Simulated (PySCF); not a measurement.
# SnS²⁺: a session with PySCF

Wanted: energy and properties of SnS²⁺ from PySCF.

The runs use PySCF 2.14.0; method and basis as typed in the script.

6 further runs of the same task are left out: 6 that didn't finish.

## Step 1: The starting structure

SnS²⁺: 2 atoms, charge 2, spin multiplicity 1.

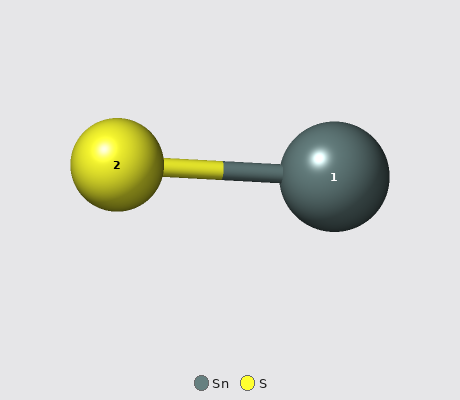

As it starts; tin teal, sulfur yellow; atoms are numbered from 1 in the order of the file.

## Step 2: The script as written

File input.py:

```python
from pyscf import gto, dft

mol = gto.M(
    atom='Sn 0 0 0; S 0 0 2.335',
    basis='lanl2dz',
    ecp={'Sn': 'lanl2dz', 'S': 'lanl2dz'},
    charge=2,
    spin=0,
    verbose=4,
)
mf = dft.UKS(mol, xc='olyp')
mf.kernel()
g = mf.nuc_grad_method()
g.grid_response = True
g.kernel()
mf.dip_moment()
print('orbital energies (hartree):', [e[max(0, n-3):n+3].round(4) for e, n in zip(mf.mo_energy, mol.nelec)])
```

The run is started by

```console
python input.py
```

Standard output:

```text
PySCF version 2.14.0

[INPUT] verbose = 4
[INPUT] num. atoms = 2
[INPUT] num. electrons = 8
[INPUT] charge = 2
[INPUT] spin (= nelec alpha-beta = 2S) = 0
[INPUT] symmetry False subgroup None
[INPUT] Mole.unit = angstrom
[INPUT] Symbol           X                Y                Z      unit          X                Y                Z       unit  Magmom
[INPUT]  1 Sn     0.000000000000   0.000000000000   0.000000000000 AA    0.000000000000   0.000000000000   0.000000000000 Bohr   0.0
[INPUT]  2 S      0.000000000000   0.000000000000   2.335000000000 AA    0.000000000000   0.000000000000   4.412510500859 Bohr   0.0

nuclear repulsion = 5.43908054050535
number of shells = 8
number of NR pGTOs = 24
number of NR cGTOs = 16
basis = lanl2dz
ecp = {'Sn': 'lanl2dz', 'S': 'lanl2dz'}

******** <class 'pyscf.dft.uks.UKS'> ********
method = UKS
initial guess = minao
damping factor = 0
level_shift factor = 0
DIIS = <class 'pyscf.scf.diis.CDIIS'>
diis_start_cycle = 1
diis_space = 8
diis_damp = 0
SCF conv_tol = 1e-09
SCF conv_tol_grad = None
SCF max_cycles = 50
direct_scf = True
direct_scf_tol = 1e-13
number electrons alpha = 4  beta = 4
XC library pyscf.dft.libxc version 7.0.0
    S. Lehtola, C. Steigemann, M. J.T. Oliveira, and M. A.L. Marques.,  SoftwareX 7, 1–5 (2018)
XC functionals = olyp
    N. C. Handy and A. J. Cohen.,  Mol. Phys. 99, 403 (2001)
    C. Lee, W. Yang, and R. G. Parr.,  Phys. Rev. B 37, 785 (1988)
    B. Miehlich, A. Savin, H. Stoll, and H. Preuss.,  Chem. Phys. Lett. 157, 200 (1989)
radial grids:
    Treutler-Ahlrichs [JCP 102, 346 (1995); DOI:10.1063/1.469408] (M4) radial grids

becke partition: Becke, JCP 88, 2547 (1988); DOI:10.1063/1.454033
pruning grids: <function nwchem_prune>
grids dens level: 3
symmetrized grids: False
atomic radii adjust function: <function treutler_atomic_radii_adjust>
small_rho_cutoff = 0
Set gradient conv threshold to 3.16228e-05
tot grids = 40840
init E= -5.14747827548652
[... the frontier-level lines of each cycle are left out ...]
cycle= 1 E= -11.3129451777772  delta_E= -6.17  |g|= 1.05  |ddm|= 2.82
cycle= 2 E= -10.6376204024864  delta_E= 0.675  |g|= 1.08  |ddm|= 2.23

cycle= 3 E= -12.1658425366099  delta_E= -1.53  |g|= 0.587  |ddm|= 2.13
cycle= 4 E= -12.3632357377197  delta_E= -0.197  |g|= 0.327  |ddm|= 1.51
cycle= 5 E= -12.4375881894594  delta_E= -0.0744  |g|= 0.264  |ddm|= 1.42
[... 40 lines of further cycles left out ...]
cycle= 46 E= -12.5528526650204  delta_E= 0.00688  |g|= 0.087  |ddm|= 0.21
cycle= 47 E= -12.5552731547664  delta_E= -0.00242  |g|= 0.0788  |ddm|= 0.0549
cycle= 48 E= -12.5541233938575  delta_E= 0.00115  |g|= 0.0834  |ddm|= 0.0199
cycle= 49 E= -12.5583781786009  delta_E= -0.00425  |g|= 0.0656  |ddm|= 0.117
cycle= 50 E= -12.5613099716795  delta_E= -0.00293  |g|= 0.0497  |ddm|=  0.1
SCF not converged.
SCF energy = -12.5613099716795 after 50 cycles  <S^2> = 1.0039404  2S+1 = 2.2395896

WARN: Ground state UKS not converged

******** <class 'pyscf.grad.uks.Gradients'> for <class 'pyscf.dft.uks.UKS'> ********
unit = Eh/Bohr
grid_response = True
--------------- UKS gradients ---------------
         x                y                z
0 Sn     0.0008248838    -0.0004156082     0.0826630614
1 S    -0.0008248838     0.0004156082    -0.0826630614
----------------------------------------------

WARN: System has nonzero charge 2; the dipole moment is origin-dependent.
Location of origin: [0. 0. 0.]

Dipole moment(X, Y, Z, Debye):  0.53083, -0.53992,  4.49837
orbital energies (hartree): [array([-0.8985, -0.7846, -0.7399, -0.7381, -0.5984, -0.5893]), array([-0.9014, -0.7775, -0.7426, -0.7364, -0.5992, -0.5922])]
```

It took 3.1 s on 1 thread, shared host.

## Step 3: Reading the log

The run ended without converging, so the numbers of the unconverged step are no properties of the system. The SCF used up its 50 cycles. The edit to the charge (2) is a valid input, but it leads to a state that the default solver doesn't settle. Over the last ten cycles the energy still swings by 1e-01 hartree.

## Step 4: Second try

File input.py:

```python
from pyscf import gto, dft

mol = gto.M(
    atom='Sn 0 0 0; S 0 0 2.335',
    basis='lanl2dz',
    ecp={'Sn': 'lanl2dz', 'S': 'lanl2dz'},
    charge=0,
    spin=0,
    verbose=4,
)
mf = dft.RKS(mol, xc='olyp')
mf.kernel()
g = mf.nuc_grad_method()
g.grid_response = True
g.kernel()
mf.dip_moment()
print('orbital energies (hartree):', mf.mo_energy[..., max(0, mol.nelec[1]-3):mol.nelec[0]+3].round(4))
```

The run is started by

```console
python input.py
```

Its last lines:

```text
[... earlier lines left out ...]
grid_response = True
--------------- RKS gradients ---------------
         x                y                z
0 Sn    -0.0000000000    -0.0000000000    -0.0110373474
1 S     0.0000000000     0.0000000000     0.0110373474
----------------------------------------------
Dipole moment(X, Y, Z, Debye): -0.00000, -0.00000, -3.70178
orbital energies (hartree): [-0.2345 -0.2254 -0.2254 -0.1218 -0.1218 -0.0195]
```

Run time: 1.2 s. Hardware: 1 thread, shared host.

## Step 5: Summary of results

| quantity | value |
| --- | --- |
| first try | not converged: SCF after 50 cycles |
| edit | charge: 2 → 0; SCF type: UKS → RKS |
| second try | E(SCF) = -13.517687 Eh, 10 cycles, μ = 3.70 D, gradient on the second atom 0.0110 Eh/bohr |

**Reading.** The second script converges. It answers a changed question, though, since the edit touches what is computed and not only the solver. The bond length is a typed value, not an optimised one.
